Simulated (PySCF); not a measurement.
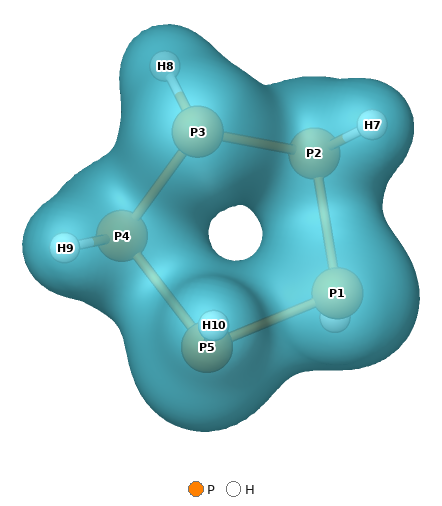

H$_{5}$P$_{5}$ (SMILES [pH]1[pH][pH][pH][pH]1). Isosurface of the electron density at 0.2 e/Å³ (cyan), seen at a tilt.

Geometry: GFN2-xTB.

Computed with B3LYP/def2-SVPD, SCF density, gas phase (PySCF 2.14.0).

```yaml
atoms:
  - { symbol: P, position_ang: [-0.5183, -1.7513, -0.3318] }
  - { symbol: P, position_ang: [1.4749, -0.8276, -0.2892] }
  - { symbol: P, position_ang: [1.0899, 0.7868, 1.1375] }
  - { symbol: P, position_ang: [-0.5477, 1.6315, -0.0402] }
  - { symbol: P, position_ang: [-1.9015, -0.1099, 0.0781] }
  - { symbol: H, position_ang: [-0.6368, -1.6232, -1.7166] }
  - { symbol: H, position_ang: [1.9535, -1.6958, 0.6917] }
  - { symbol: H, position_ang: [2.0479, 1.6279, 0.5719] }
  - { symbol: H, position_ang: [-1.1454, 2.2769, 1.0430] }
  - { symbol: H, position_ang: [-1.8076, -0.3106, 1.4618] }
```

**Which contacts does the surface bridge?**

At this value the surface is in one piece. It bridges the sampled P–P (2.19 Å) and P–H (1.39 Å) contacts, where the density stays above the isovalue. On the grid the lowest density along these lines, outside the cores, is 0.81 e/Å³ (P–P, 2.19 Å) and 1.1 e/Å³ (P–H, 1.39 Å).
